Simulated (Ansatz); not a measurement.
**C4H8BNO: density, localisation and related maps**

Input file:

```
crystal:
  periodic: [false, false, false]
  atoms:
    - { symbol: B, position_ang: [-0.7305, 0.5088, 2.4575] }
    - { symbol: "N", position_ang: [-0.4891, 0.3931, 0.9591] }
    - { symbol: C, position_ang: [0.4068, -0.5101, 0.3689] }
    - { symbol: C, position_ang: [0.4997, -0.3552, -0.9308] }
    - { symbol: C, position_ang: [1.2624, -1.148, -1.9079] }
    - { symbol: O, position_ang: [-0.4827, 0.6348, -1.2972] }
    - { symbol: C, position_ang: [-1.074, 1.1493, -0.1223] }
    - { symbol: H, position_ang: [-0.1744, -0.0993, 3.2305] }
    - { symbol: H, position_ang: [-1.5702, 1.3642, 2.8534] }
    - { symbol: H, position_ang: [-0.3014, -0.51289, 2.08211] }
    - { symbol: H, position_ang: [1.0331, -0.8098, -2.9062] }
    - { symbol: H, position_ang: [1.0501, -2.2153, -1.7834] }
    - { symbol: H, position_ang: [2.2875, -0.9461, -1.6907] }
    - { symbol: H, position_ang: [-0.9003, 2.242, -0.011] }
    - { symbol: H, position_ang: [-2.1973, 0.949, -0.1512] }
basis:
  gaussian: { orbitals: def2-SVP }
hamiltonian:
  xc: hf
relax:
  f_tol: 0.02
  max_steps: 50
output:
  orbitals: {}
```

Command:

```sh
ansatz run input.yaml --threads 2 --pin off --max-ram 3072MiB --backend cpu --events-out ev --progress --plain --runs-dir out
```

The fields are those of the run's last geometry, not of the input's.

These are results of Ansatz 0.2.0, RHF/def2-SVP, not measurements.

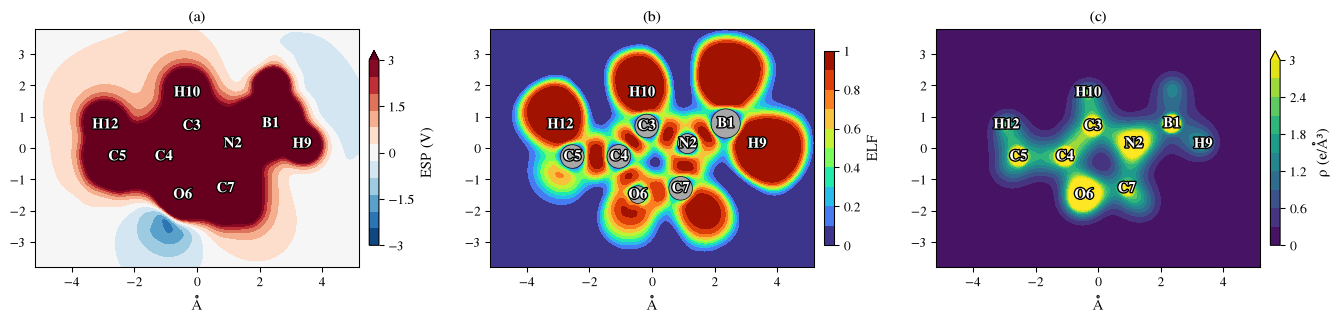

Figure 1. (a) electrostatic potential; (b) ELF; (c) total electron density on the plane of atoms N2, C3 and H10. Grey discs cover the atomic cores in the ELF map.

Read the bonding off the picture.

Answer. Atoms in the plane: B, N, C, O and H.
C–C (1.32 Å): ρ at the midpoint is about 2.5 e/Å³; the ELF peaks at about 0.95 between the atoms: a multiple bond.
C–O (1.36 Å): ρ at the midpoint is about 2.4 e/Å³; the ELF peaks at about 0.90 between the atoms: a shared but strongly polarised pair.
B–N (1.39 Å): the density is about 2 e/Å³ at the midpoint; the ELF peaks at about 0.95 between the atoms: a short, strongly polar bond.
C–N (1.42 Å): the density is about 2.1 e/Å³ at the midpoint; the ELF peaks at about 0.95 between the atoms, as expected for a shared electron pair.
C–H (1.08 Å): ρ is about 2 e/Å³ halfway; the ELF climbs to about 1 towards the hydrogen, as it does in any bond to H: an ordinary covalent bond to hydrogen.
The ELF also peaks beside O6, away from the bonds: lone-pair regions.
Outside the dense part of the molecule the potential is most negative (−2.1 V) near O6.

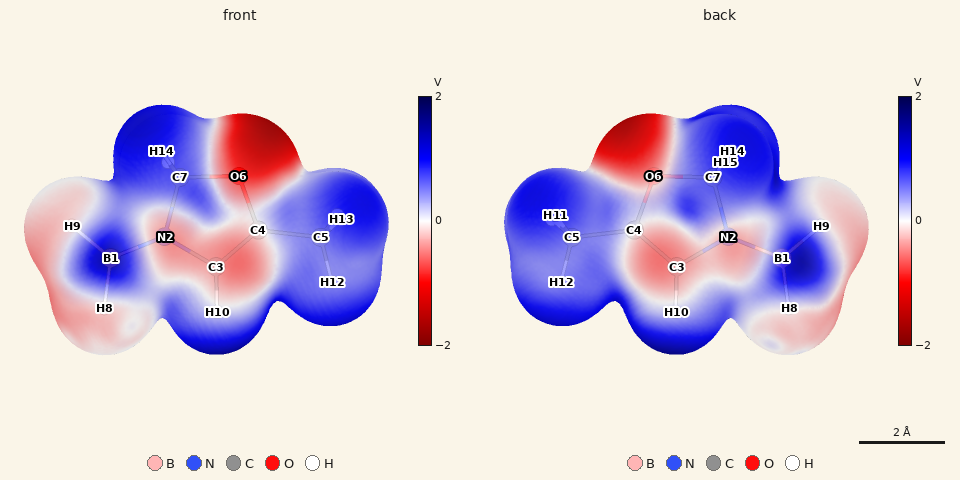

Figure 2. The electrostatic potential painted on the density surface at 0.004 e/bohr³, seen from the front and from behind; red is negative and blue positive.

Describe the electrostatic potential map.

Answer. The most negative region (about −1.6 V) lies over O6, the most positive (about +1.6 V) over B1 and H10. O6 is the likeliest acceptor of a hydrogen bond.

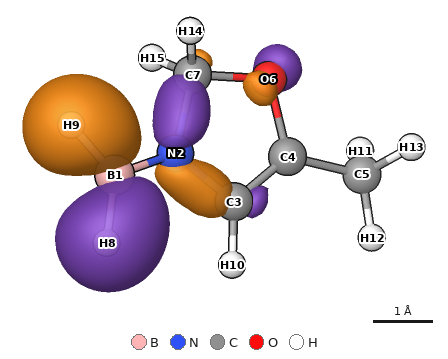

Figure 3. The HOMO−1 at ±0.15 Å⁻³ᐟ² (orange and purple are the two phases), seen at a tilt.

Describe this orbital and give its energy.

Answer. By Hirshfeld shares it lies mainly on B1 (about 35 %), H8 (about 25 %), H9 (about 20 %) and N2 (about 5 %). Its energy is −12.58 eV.
